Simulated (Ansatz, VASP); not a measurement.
# Cross-check of H4C2O (liquid 1,4-dioxane at 340 K) between VASP and Ansatz

Aim: how closely do two programs agree when they are given the same cell, functional and k mesh? The cell is taken from a series of runs on this material, whose earlier steps may have relaxed or scaled it; both programs get it as it stands.

Main program and level: Ansatz 0.2.0; plane waves, with VASP 6.6.1 beside it; single point at RPBE with D3(BJ).

### 1. The structure

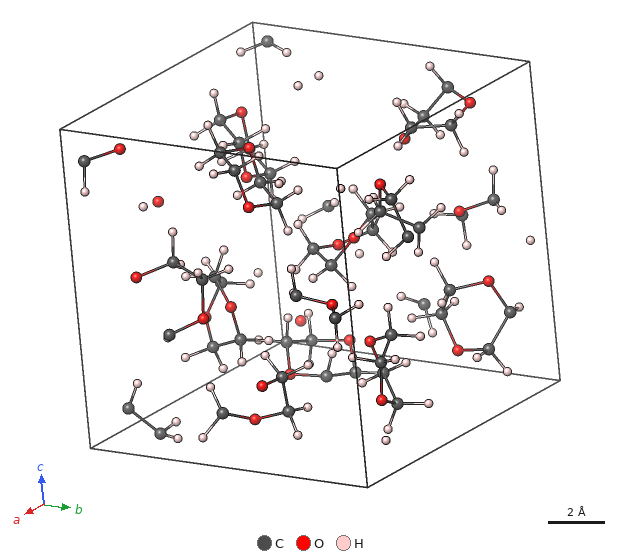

Start, viewed slightly off an axis; carbon dark grey, oxygen red, hydrogen pink. Bonds to atoms that aren't drawn are left out. Some periodic images of atoms are drawn too.

The cell holds 182 atoms: 52 C, 26 O and 104 H. Its edges and angles: a = 12.268 Å, b = 12.268 Å, c = 12.268 Å, α = 90.0°, β = 90.0°, γ = 90.0°. As first built, before any earlier steps moved the atoms: 13 1,4-dioxane placed at random, at 1.03 g/cm^3; overlaps pushed apart, then 10 ps at 490 K with MMFF94 bonds, angles, torsions, charges and radii (Halgren, J. Comput. Chem. 17, 490 (1996)) in harmonic and 12-6 forms. Snapshot after 20 ps at 340 K and fixed volume.

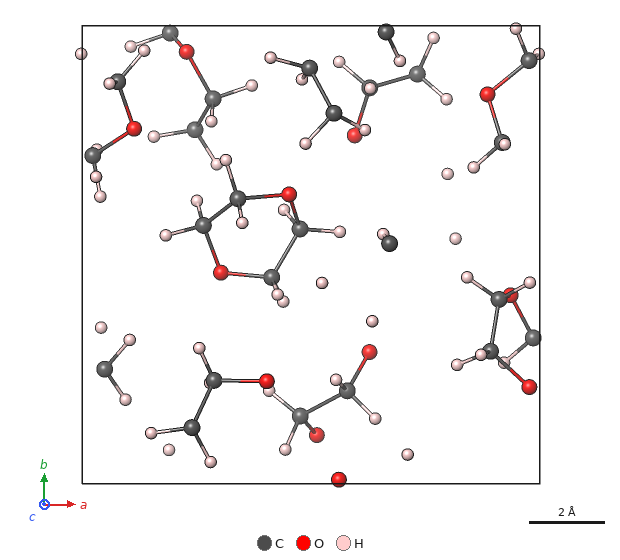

A slice 6 Å thick through the middle of the cell. Bonds to atoms that aren't drawn are left out.

### 2. VASP: single point, RPBE with D3(BJ)

A single point gives forces, pressure and levels at one fixed geometry, so differences don't come from the geometry; what else differs is listed under the comparison.

Lines of VASP's logs that name or quote its potential files are left out, and so is its time.

Input file INCAR:

```
SYSTEM = H4C2O
PREC = Accurate
ENCUT = 520
EDIFF = 1E-05
NELM = 100
ISMEAR = 0
SIGMA = 0.05
LREAL = Auto
ALGO = Fast
GGA = RP
IVDW = 12
NBANDS = 361
LORBIT = 11
LWAVE = .FALSE.
LCHARG = .FALSE.
ISIF = 2
```

Input file POSCAR:

```
H4C2O
1.0
   12.2683700000      0.0000000000      0.0000000000
    0.0000000000     12.2683700000      0.0000000000
    0.0000000000      0.0000000000     12.2683700000
C O H
52 26 104
Direct
    0.8922000000      0.2889400000      0.5829400000
    0.9107000000      0.4022400000      0.5485200000
    0.9854400000      0.3182400000      0.3899400000
    0.0490300000      0.2498800000      0.4714900000
    0.3203900000      0.2506800000      0.1361600000
    0.2042100000      0.2563900000      0.1030400000
    0.2385100000      0.4309100000      0.0357100000
    0.3623700000      0.4159500000      0.0635500000
    0.6244000000      0.8604000000      0.1199100000
    0.5616200000      0.7731800000      0.1846100000
    0.6281600000      0.8645400000      0.3375000000
    0.7322800000      0.8946500000      0.2899400000
    0.2859100000      0.8405900000      0.3599400000
    0.2464900000      0.7730200000      0.2642600000
    0.2619000000      0.9445900000      0.1794500000
    0.1922500000      0.9842300000      0.2770300000
    0.0794600000      0.6518200000      0.8123400000
    0.0492700000      0.7285300000      0.9025000000
    0.2028500000      0.8412000000      0.8492800000
    0.2539800000      0.7324600000      0.8452800000
    0.0062200000      0.5342500000      0.1839300000
    0.9352600000      0.4484500000      0.1439600000
    0.8057100000      0.5940500000      0.1236600000
    0.8382800000      0.6063900000      0.2435400000
    0.7997900000      0.4762400000      0.8623400000
    0.7287800000      0.3773900000      0.8824700000
    0.6061800000      0.4224200000      0.7539400000
    0.6715600000      0.5242500000      0.7225600000
    0.2399000000      0.1222600000      0.6998800000
    0.2880800000      0.2254300000      0.6508500000
[... 146 atom lines left out ...]
    0.3497400000      0.5696200000      0.6648700000
    0.3139400000      0.7067500000      0.6136400000
    0.5629800000      0.5498700000      0.4542400000
    0.4409300000      0.5979300000      0.3936200000
    0.4392400000      0.3977400000      0.4210600000
    0.4270500000      0.4130500000      0.5609900000
```

Input file KPOINTS:

```
Automatic mesh
0
Gamma
1 1 1
0 0 0
```

Potentials, in the order of the species: C, O and H (PBE family, release 64).

Command:

```console
$ export OMP_NUM_THREADS=5
$ mpirun -np 1 vasp_gam
```

Numbers of over 12 decimals in the logs are rounded to 6 here.

The log of the run:

```text
[banner, memory and clock lines left out]
running    1 mpi-ranks, on    1 nodes
[...]
Offloading initialized ...    1 GPUs detected
[...]
|                                                                             |
|               ----> ADVICE to this user running VASP <----                  |
|                                                                             |
|     You enforced a specific xc type in the INCAR file but a different       |
|     [... a line on the potential file left out ...]
|     I HOPE YOU KNOW WHAT YOU ARE DOING!                                     |
|                                                                             |

 LDA part: xc-table for (Slater+PW92), standard interpolation
 POSCAR, INCAR and KPOINTS ok, starting setup
[...]
entering main loop
       N       E                     dE             d eps       ncg     rms          rms(c)
DAV:   1     0.350259083985E+04    0.35026E+04   -0.24502E+05   746   0.120E+03
DAV:   2    -0.638851059085E+03   -0.41414E+04   -0.39111E+04   915   0.288E+02
DAV:   3    -0.104934750693E+04   -0.41050E+03   -0.40654E+03   908   0.931E+01
DAV:   4    -0.105939590546E+04   -0.10048E+02   -0.10003E+02   924   0.159E+01
[...]
RMM:  15    -0.984313925497E+03    0.97590E-04   -0.53291E-04   957   0.331E-02    0.210E-02
RMM:  16    -0.984313904392E+03    0.21106E-04   -0.15389E-04   964   0.166E-02    0.522E-03
RMM:  17    -0.984313901165E+03    0.32270E-05   -0.40128E-05   819   0.836E-03
   1 F= -.10084118E+04 E0= -.10084118E+04  d E =-.485324E-11
```

From OUTCAR (step 2):

```text
  FREE ENERGIE OF THE ION-ELECTRON SYSTEM (eV)
  ---------------------------------------------------
  free  energy   TOTEN  =     -1008.4117502848 eV

  energy  without entropy=    -1008.4117502848  energy(sigma->0) =    -1008.41175028
```

The run ends at a pressure of 2.34 GPa, with forces up to 4.1 eV/Å.

### 3. Ansatz: single point, RPBE with D3(BJ)

Ansatz runs on its default PAW (the set named soft_2) files.

The same cell, functional, mesh and smearing now go to Ansatz, which takes its cutoff from its data sets.

Input file input.yaml:

```yaml
crystal:
  lattice:
    - [12.26837, 0.0, 0.0]
    - [0.0, 12.26837, 0.0]
    - [0.0, 0.0, 12.26837]
  atoms:
    - { symbol: C, position: [0.8922, 0.28894, 0.58294] }
    - { symbol: C, position: [0.9107, 0.40224, 0.54852] }
    - { symbol: O, position: [0.93618, 0.41137, 0.43521] }
    - { symbol: C, position: [0.98544, 0.31824, 0.38994] }
    - { symbol: C, position: [0.04903, 0.24988, 0.47149] }
    - { symbol: O, position: [0.97699, 0.21079, 0.55409] }
    - { symbol: H, position: [0.81917, 0.2593, 0.54802] }
    - { symbol: H, position: [0.87139, 0.28127, 0.66951] }
    - { symbol: H, position: [0.97807, 0.43898, 0.59675] }
    - { symbol: H, position: [0.84108, 0.45061, 0.56364] }
    - { symbol: H, position: [0.04128, 0.34079, 0.33069] }
    - { symbol: H, position: [0.92181, 0.26408, 0.35317] }
    - { symbol: H, position: [0.09459, 0.18316, 0.43822] }
    - { symbol: H, position: [0.10382, 0.31379, 0.50846] }
    - { symbol: C, position: [0.32039, 0.25068, 0.13616] }
    - { symbol: C, position: [0.20421, 0.25639, 0.10304] }
    - { symbol: O, position: [0.16976, 0.37018, 0.10624] }
    - { symbol: C, position: [0.23851, 0.43091, 0.03571] }
    - { symbol: C, position: [0.36237, 0.41595, 0.06355] }
    - { symbol: O, position: [0.39336, 0.30652, 0.06707] }
    - { symbol: H, position: [0.34639, 0.16824, 0.14167] }
    - { symbol: H, position: [0.33799, 0.27691, 0.22116] }
    - { symbol: H, position: [0.15316, 0.21599, 0.16588] }
    - { symbol: H, position: [0.18947, 0.22831, 0.02044] }
    - { symbol: H, position: [0.20917, 0.51134, 0.03404] }
    - { symbol: H, position: [0.2252, 0.39129, 0.95636] }
    - { symbol: H, position: [0.41192, 0.45056, 0.9949] }
    - { symbol: H, position: [0.37422, 0.45294, 0.1431] }
    - { symbol: C, position: [0.6244, 0.8604, 0.11991] }
    - { symbol: C, position: [0.56162, 0.77318, 0.18461] }
[... 146 atom lines left out ...]
    - { symbol: H, position: [0.34974, 0.56962, 0.66487] }
    - { symbol: H, position: [0.31394, 0.70675, 0.61364] }
    - { symbol: H, position: [0.56298, 0.54987, 0.45424] }
    - { symbol: H, position: [0.44093, 0.59793, 0.39362] }
    - { symbol: H, position: [0.43924, 0.39774, 0.42106] }
    - { symbol: H, position: [0.42705, 0.41305, 0.56099] }
kpoints:
  mp_grid: { grid: [1, 1, 1] }
hamiltonian:
  xc: rpbe
  dispersion: d3bj
scf:
  occupations: { method: gaussian, width: 0.05 }
output:
  forces: true
```

Command:

```console
$ ansatz run input.yaml --threads 4 --pin off --max-ram 8192MiB --backend cpu --events-out ev --progress --plain --runs-dir out
```

The log of the run:

```text
Engine: ansatz 0.2.0, aarch64-unknown-linux-gnu
Pseudopotentials: kind: paw
Pseudopotential: C, paw, valence charge 4, recommended cutoff 420 eV (normal), C.paw.azcp
Pseudopotential: O, paw, valence charge 6, recommended cutoff 420 eV (normal), O.paw.azcp
Pseudopotential: H, paw, valence charge 1, recommended cutoff 420 eV (normal), H.paw.azcp
Functional definition: RPBE
  parameter kappa = 0.804
  parameter beta = 0.066725
  exchange = rpbe_x(kappa = kappa, mu = beta*pi^2/3)
  correlation = pbe_c(beta = beta)
Crystal: 182 atoms, lattice volume = 1846.548 Å³
Basis set: ecut = 420 eV, 36137 PW (Γ), exchange–correlation on 180×180×180 points (8 copies of the dense FFT grid, shifted against one another)
Bands: 416, of which v1, the nominal top of the filled ones, is band 234 counted from 1 (233 counted from 0)
Symmetry: 1 space group operations
Space group: P1 (ITA 1), of the structure as read, at distance tolerance 1.2e-4 Å
k-points: 1
Non-local potential: C, projectors of the file, l = 0: 2, l = 1: 2, l = 2: 1
Non-local potential: O, projectors of the file, l = 0: 2, l = 1: 2, l = 2: 1
Non-local potential: H, projectors of the file, l = 0: 2, l = 1: 1
PAW form: soft (Blöchl's): semilocal exchange-correlation on the pseudo side does not see the compensation charge
PAW frozen core: C, regenerated for the run's functional, and the local potential with it (the file was generated under x = pbe(κ = 0.804, μ = 0.219515), c = pbe(β = 0.066725))
PAW frozen core: O, regenerated for the run's functional, and the local potential with it (the file was generated under x = pbe(κ = 0.804, μ = 0.219515), c = pbe(β = 0.066725))
PAW one-centre angular grid: C, 110 points (default); XC on 64 Gauss nodes
PAW one-centre angular grid: O, 110 points (default); XC on 64 Gauss nodes
PAW one-centre angular grid: H, 110 points (default); XC on 64 Gauss nodes
Initial density: superposition of atomic densities (neutral atoms: chi_scale 0, normalization atom), corrected by the library's trained network
Initial wavefunctions: pseudopotential atomic-orbital guess
Functional: x = rpbe, c = pbe(β = 0.066725)
SCF iter   1: F=—  HF=-29587.500670 eV  |F-HF|=—  |Δ(HF+E_count)|=         —  Δρ=9.13e-3  dr2=1.59e0  ethr=1.77e-3  ⟨swp⟩=6.0  Hψ=1918  notcnv=0  defer=32
preconditioner: auto → Resta (q_TF=auto, 2.170 Å⁻¹)  ε∞=2.3  [insulator: Δε(μ)=4.609 eV  Ē_g=16.576 eV  σ=0.050 eV  W_gap=1.00  n_scr=304 (ndim 8)  ℏωp=18.7 eV  f_vac=0.262  D(μ)=0.00/eV (n_scr^D=0)  ε∞_Penn≈2.3]
SCF iter   2: F=—  HF=-29587.221710 eV  |F-HF|=—  |Δ(HF+E_count)|=   2.79e-1  Δρ=4.90e-3  dr2=3.02e-1  ethr=3.40e-4  ⟨swp⟩=2.0  Hψ=613  notcnv=0  defer=178
SCF iter   3: F=—  HF=-29587.206211 eV  |F-HF|=—  |Δ(HF+E_count)|=   1.55e-2  Δρ=2.05e-3  dr2=8.37e-2  ethr=6.44e-5  ⟨swp⟩=2.0  Hψ=422  notcnv=0  defer=33
automatic band count: iteration 3 solves 271 bands in place of 416: the levels show a gap, and the empty bands left out lie too high to hold charge; the band table lists the bands solved (type scf.n_extra_bands for more)
SCF iter   4: F=—  HF=-29587.185436 eV  |F-HF|=—  |Δ(HF+E_count)|=   2.08e-2  Δρ=3.88e-4  dr2=3.38e-3  ethr=1.79e-5  ⟨swp⟩=3.0  Hψ=405  notcnv=0  defer=33
SCF iter   5: F=—  HF=-29587.181105 eV  |F-HF|=—  |Δ(HF+E_count)|=   4.33e-3  Δρ=1.89e-4  dr2=6.45e-4  ethr=7.23e-7  ⟨swp⟩=3.0  Hψ=470  notcnv=0  defer=33
SCF iter   6: F=—  HF=-29587.179947 eV  |F-HF|=—  |Δ(HF+E_count)|=   1.16e-3  Δρ=1.17e-4  dr2=2.05e-4  ethr=1.38e-7  ⟨swp⟩=2.0  Hψ=475  notcnv=0  defer=33
SCF iter   7: F=—  HF=-29587.179817 eV  |F-HF|=—  |Δ(HF+E_count)|=   1.30e-4  Δρ=2.08e-5  dr2=6.69e-6  ethr=4.39e-8  ⟨swp⟩=2.0  Hψ=473  notcnv=0  defer=33
SCF iter   8: F=—  HF=-29587.182799 eV  |F-HF|=—  |Δ(HF+E_count)|=   2.98e-3  Δρ=7.27e-6  dr2=9.27e-7  ethr=1.43e-9  ⟨swp⟩=2.0  Hψ=505  notcnv=0  defer=33
SCF iter   9: F=—  HF=-29587.182798 eV  |F-HF|=—  |Δ(HF+E_count)|=   8.56e-7  Δρ=3.33e-6  dr2=1.71e-7  ethr=1.98e-10  ⟨swp⟩=3.0  Hψ=472  notcnv=0  defer=33
SCF iter  10: F=-29587.182798 eV  HF=-29587.182798 eV  |F-HF|=2.21e-8  |Δ(HF+E_count)|=   1.04e-7  Δρ=8.96e-7  dr2=1.44e-8  ethr=2.14e-11  ⟨swp⟩=5.0  Hψ=915  notcnv=0
SCF 1 converged in 10 iterations: F = -29587.182798 eV  dr2 = 1.44e-8
  greatest PAW one-centre occupation: 0.868 electrons in one spin orbital (limit 2), on the O atom at site 103 (counted from 0), in its partial waves of l = 0
SCF converged after 10 iterations
Free energy (F): -29587.182798 eV
Harris-Foulkes:  -29587.182798 eV  (|F-HF|=2.21e-8)
Internal energy: -29587.182798 eV  (E = F + TS)
E sigma→0 (E₀):  -29587.182798 eV
Fermi energy:    1.833792 eV
--- Per-component energies (eV) ---
  E_band       = -3709.345480
  E_kinetic    = 10809.558255
  E_local      = -37842.405315  (includes V_loc(G=0)·N_el)
  E_nonlocal   = 2784.651646
  E_hartree    = 14318.759142
  E_xc         = -5394.162959
[...]
atom  18  C      0.97481133    -2.53816119    -0.64327032
  atom  19  C     -0.83221488     1.23820041    -1.38300811
  atom  20  O     -0.08763491    -0.67686623    -0.55087133
  atom  21  H      0.37902746    -1.32995125    -0.45166126
  atom  22  H     -0.75662327     0.49096230    -0.13090437
  atom  23  H      0.12587825    -0.07378278    -0.67034842
  atom  24  H      0.06676013    -0.52684376    -0.23444368
  atom  25  H     -0.19618385     1.63722401     0.08606109
  atom  26  H      0.21114856     0.40607317    -0.60917342
  atom  27  H     -0.28324876     0.21581164     0.86452607
  atom  28  H      0.49532191     0.51942379     0.43912397
  atom  29  C     -0.08318594     1.01096341     1.50979246
  atom  30  C     -1.36916543    -0.00058398    -0.24925264
  atom  31  O      0.96984957    -0.60239106     1.20880429
  atom  32  C     -2.15812688     0.03413002    -1.08115652
  atom  33  C      1.85546887     0.38900112    -0.99059302
  atom  34  O     -0.17797051     0.03948106     0.45278681
  atom  35  H      0.45960771    -0.75621982     0.02969976
  atom  36  H      0.41884456     0.04258008    -0.88182295
  atom  37  H      0.39339555     0.09527302     0.19300077
  atom  38  H     -0.09300465     0.26389073    -0.51763405
  atom  39  H      0.27792656    -0.52613387     1.41512027
  atom  40  H      0.19162164     0.37182343    -0.13231720
  atom  41  H     -0.81499927     0.01120284    -0.75254209
[...]
atom 175  H     -0.13506269     0.53378898    -0.59421227
  atom 176  H      0.62472921     0.55736500     0.29213931
  atom 177  H     -0.76882389     0.55814624    -0.26249047
  atom 178  H     -0.19369899    -1.02356656    -0.33964892
  atom 179  H      0.46983541    -0.17698951     0.28360976
  atom 180  H      0.39659206    -0.62473894    -0.11747357
  atom 181  H      0.91703280    -1.16551683    -0.62115678
  atom 182  H      0.46097159    -0.54720387     1.55905571
  max |Σ_I F_I| component: 1.91e-4 eV/Å
```

In the SCF lines HF is the Harris–Foulkes energy and dr2 the Hartree energy of the density residual, in eV; the loop may stop once dr2 is under the threshold and the program's other checks hold. Hψ counts applications of the Hamiltonian.

### 4. Differences

Known differences besides the PAW data sets themselves: the cutoff is 420 eV in Ansatz and 520 eV in VASP (PREC = Accurate, projectors in real space); Ansatz makes its cores anew for this functional, VASP keeps those of its PBE data sets; VASP leaves aspherical gradient terms in its spheres out (LASPH is not set), Ansatz keeps them. Total energies have different zeros and are not compared.

The two programs side by side:

```csv
quantity,Ansatz,VASP,difference
gap on the k mesh (eV),4.283,4.264,+0.019
```

Forces on 10 of the 182 atoms, picked by the larger force of the two programs (eV/Å; atoms numbered as in POSCAR):

```csv
atom,"Ansatz x, y, z","VASP x, y, z"
C4,"-0.625, 2.671, 1.343","-0.561, 2.677, 1.288"
C7,"0.975, -2.538, -0.643","1.035, -2.471, -0.687"
C27,"-0.155, 3.307, -0.155","-0.196, 3.337, -0.270"
C28,"1.048, -3.053, -2.456","0.966, -3.042, -2.494"
C30,"1.506, -2.318, 1.523","1.451, -2.309, 1.485"
C38,"-1.676, -0.640, -2.169","-1.701, -0.677, -2.141"
H117,"2.750, 0.233, -1.508","2.776, 0.233, -1.518"
H132,"1.020, -2.336, -2.095","1.030, -2.360, -2.111"
H134,"-1.486, 2.942, 2.154","-1.494, 2.970, 2.171"
H173,"3.085, -0.909, 0.661","3.112, -0.916, 0.668"
```

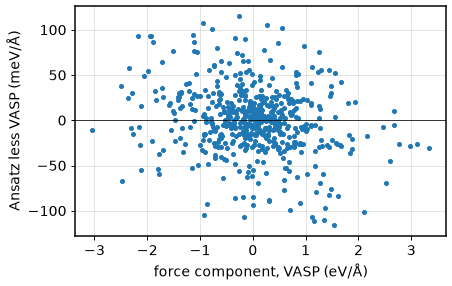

Difference of the force components against their size.

The forces differ by 37 meV/Å r.m.s., which is 4.0 % of the r.m.s. force of 0.93 eV/Å (both taken over all components).

### 5. Outcome

* r.m.s. force difference (single point, RPBE with D3(BJ)): 4.0 % of the r.m.s. force

What this shows: The r.m.s. force difference is 4.0 % of the r.m.s. force (single point, RPBE with D3(BJ)), beyond the 3 % picked in this series as the mark of a large difference. No further run was made for the single point, RPBE with D3(BJ) pair, so its cause stays open. How closely two codes agree says nothing of how well the functional describes the real material.

[Lines on the potential files, build, host, timing and source positions are cut from VASP's logs without a mark.]

[Logs are printed without paths, hosts, clocks, repeated set-up lines and the standing remarks that a program may print on its own settings, such as how far it seeks lower states.]

[Hosts, paths, dates, database ids (printed as entryN), source tags and the programs' standing remarks are cut or masked in the printed files.]

[The MMFF94 radii named for the starting cell were scaled by 0.96; in molecules described by MMFF94, hydrogen bound to N, O or S took a small fixed 12-6 site in their place.]
